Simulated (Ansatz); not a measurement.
# SnSe (GeS type, space group Pnma), sliding energy of a bilayer

A bilayer cut from bulk SnSe (GeS type, space group Pnma), in the bulk's stacking and in-plane cell, with 15 Å of vacuum. The upper layer (atoms 5 to 8) slides over the lower.

```
CELL_PARAMETERS angstrom
      4.12093     0.00000     0.00000
      0.00000     4.57816     0.00000
      0.00000     0.00000    23.81352
ATOMIC_POSITIONS crystal
  Sn 0.25000 0.38351 0.31649
  Se 0.75000 0.98533 0.32908
  Se 0.25000 0.48533 0.42894
  Sn 0.75000 0.88351 0.44242
  Sn 0.25000 0.11649 0.55758
  Se 0.75000 0.51467 0.57106
  Se 0.25000 0.01467 0.67092
  Sn 0.75000 0.61649 0.68351
```

In-plane vectors a = (4.121, 0.000) Å, b = (0.000, 4.578) Å, area 18.87 Å². The shift is s times the vector a (length 4.121 Å), so s = 1 restores the start. Atoms relax along the normal only. γ = [E(shift) − E(0)] / area.

The numbers are results of r2SCAN+rVV10 (plane waves to 500 eV, PAW, scalar-relativistic; Ansatz, a first-principles code), not measurements. k mesh 8×7×1 (Γ-centred), Fermi-Dirac smearing 0.05 eV. Energies are extrapolated to zero smearing. Forces were relaxed to 0.02 eV/Å only, which leaves the soft interlayer gap uncertain by some hundredths of an Å. SnSe was relaxed with its symmetry unable to fall. The zero of γ is zero shift.

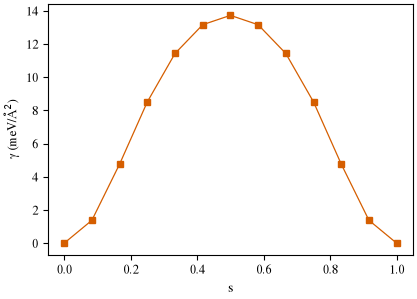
*γ (meV/Å²) against s; markers are the computed points, lines only join them (the last repeats the first, one period on).*

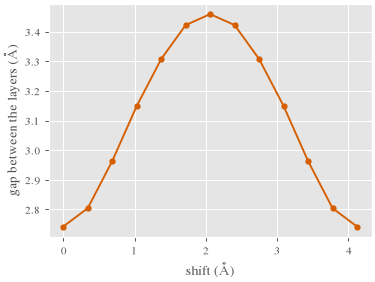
Figure. Gap between the layers (Å) against shift (Å); computed points joined by lines (the last repeats the first, one period on).

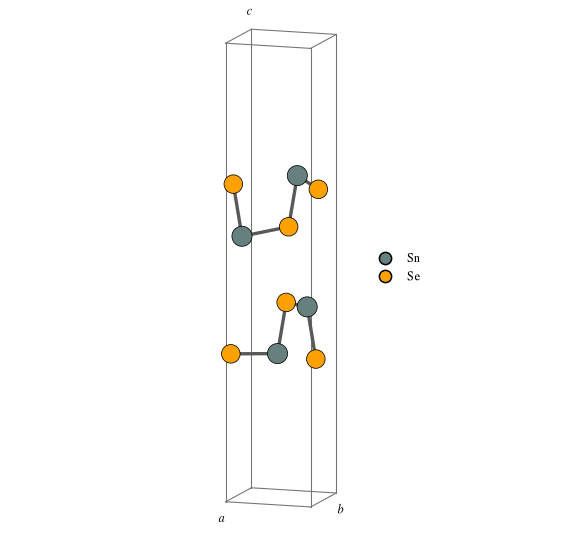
The cell of the calculation at s = 0.500.

The rise of the interlayer gap from the lowest to the highest point comes out as 0.7 Å and the highest computed γ on the line comes out as 220 mJ/m². Stacking at the lowest point: s = 0.000, no atom directly above another. Stacking at the highest point: no atom directly above another. Position of the highest point: s = 0.500.

(The slope of γ gives the shear force per area between the displaced halves; near zero shift its curvature is an elastic stiffness.)
